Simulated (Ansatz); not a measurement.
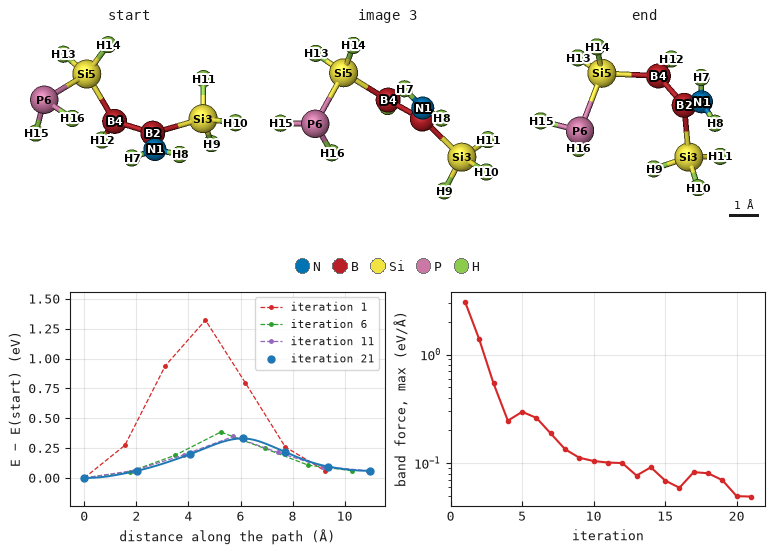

A nudged-elastic-band calculation for B2Si2PNH10. Images are numbered from 0 (start) to 6 (end). The plot follows the band through its iterations. The picture is a ball-and-stick view, seen from a free direction.

Computed with Ansatz 0.2.0, RKS B3LYP-D4/6-31G*. Run with 5 movable images; climbing image; force threshold 0.05 eV/Å; iteration limit 60; starting path by image-dependent pair potential.

> How did the profile develop, and is the result final?

The run is converged, with reservations. The band converged in 21 iterations. The largest component of the band force went from 3.1 to 0.049 eV/Å. The climbing image converged on the top of the path. Its vibrational analysis gives 2 imaginary modes over 30i cm⁻¹, so it isn't confirmed as a transition state. The first iteration put the highest image at 1.32 eV. Forward barrier 0.33 eV, backward barrier 0.27 eV, with image 3 at the top; the reaction energy is +0.06 eV.
